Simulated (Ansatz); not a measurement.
**AlNO$_{2}$: density, localisation and related maps**

Input file:

```
crystal:
  periodic: [false, false, false]
  atoms:
    - {symbol: Al, position_ang: [-0.030823, 0.106873, -2.041782]}
    - {symbol: "N", position_ang: [0.322788, -1.865070, 0.228498]}
    - {symbol: O, position_ang: [-0.266769, -2.814405, 0.598446]}
    - {symbol: O, position_ang: [-0.277514, -1.263522, -0.935675]}
basis:
  gaussian: {orbitals: def2-TZVPD}
hamiltonian: {xc: pbe0}
output: {forces: true, orbitals: {seedname: orbitals}}
```

Launched as:

```sh
ansatz run input.yaml --threads 1 --pin off --max-ram 2610MiB --events-out events.jsonl --progress --plain --runs-dir runs
```

Geometry: PBE-D3(BJ)/def2-SVP.

All numbers below come from Ansatz, isolated molecule in a Gaussian basis; Kohn-Sham density functional theory, functional PBE0.

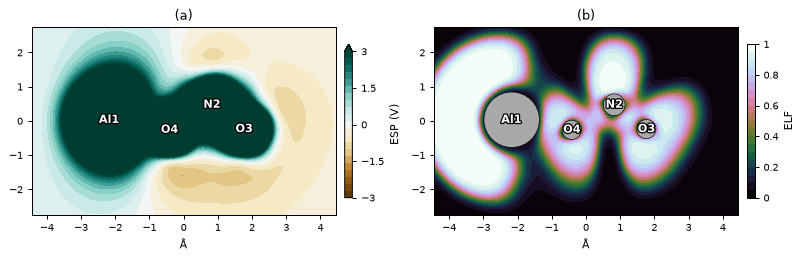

Figure 1. (a) electrostatic potential; (b) ELF on the molecular plane. Grey discs cover the atomic cores in the ELF map.

### What do the fields say about this system?

Atoms in the plane: Al, N and O.
N–O (1.18 Å): the ELF peaks at about 0.85 between the atoms (a multiple bond).
Al–O (1.78 Å): the ELF peaks at about 0.85 in the valence shell of O, 0.6 Å from its nucleus, and is about 0.45 at the midpoint.
The ELF also peaks beside O4, O3 and N2, away from the bonds: lone-pair regions.
Outside the dense part of the molecule the potential is most negative (−1.3 V) near O4.

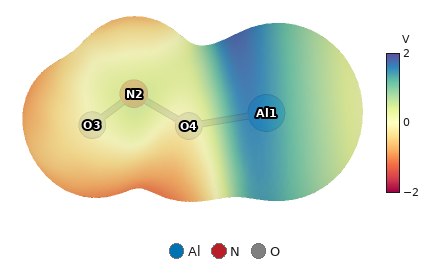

Figure 2. The molecular electrostatic potential painted on the density surface at 0.002 e/bohr³, seen across its widest extent; red is negative and blue positive.

### Describe the electrostatic potential map.

The most negative region (about −1.1 V) lies over O4, the most positive (about +1.8 V) over Al1. O4 is the likeliest acceptor of a hydrogen bond.

### How polar is the molecule by this calculation?

Its dipole moment is 2.12 D.

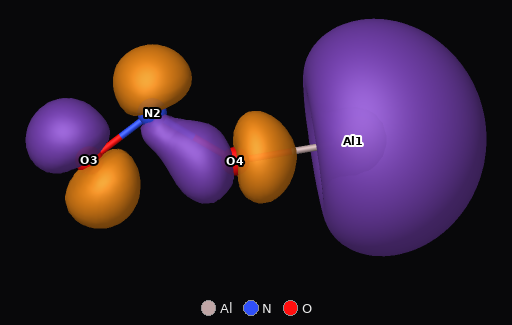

Figure 3. One frontier orbital at ±0.1 Å⁻³ᐟ² (orange and purple are the two phases), seen across its widest extent.

### Which orbital is it: HOMO or LUMO?

The HOMO, at −7.10 eV. By Hirshfeld shares it lies mainly on Al1 (about 75 %), O3 (about 10 %) and O4 (about 10 %); it is symmetric in the molecular plane (an in-plane orbital: σ, lone-pair or in-plane π type).

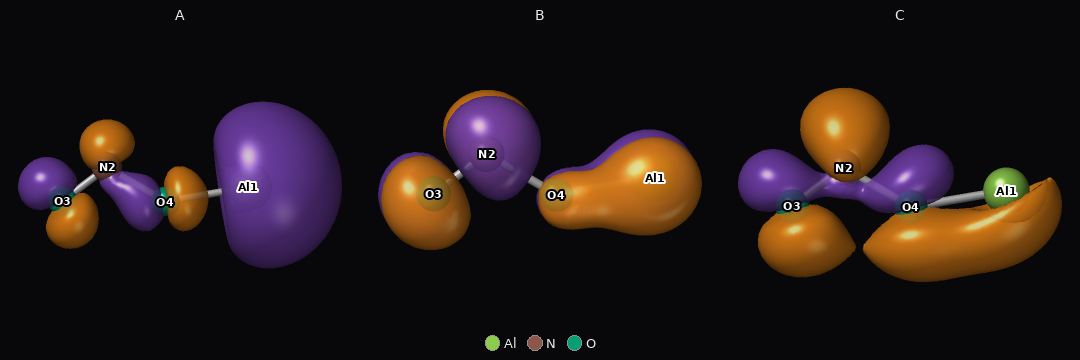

Figure 4. Three frontier orbitals at ±0.1 Å⁻³ᐟ² (orange and purple are the two phases), in no order.

### Order the three orbitals by energy and name them.

C is the HOMO−1 (−8.10 eV). Its weight (Hirshfeld) is mainly on O4 (about 30 %), N2 (about 30 %), O3 (about 25 %) and Al1 (about 15 %); it is symmetric in the molecular plane (an in-plane orbital: σ, lone-pair or in-plane π type). A is the HOMO (−7.10 eV). Its weight (Hirshfeld) is mainly on Al1 (about 75 %), O3 (about 10 %) and O4 (about 10 %); it is symmetric in the molecular plane (an in-plane orbital: σ, lone-pair or in-plane π type). B is the LUMO (−2.35 eV). It lies mainly on N2 (about 40 %), O3 (about 30 %), Al1 (about 20 %) and O4 (about 5 %); it changes sign across the molecular plane (π type); π-antibonding (a node) across N2–O3.

### What is the HOMO–LUMO gap?

4.75 eV between the orbital energies.
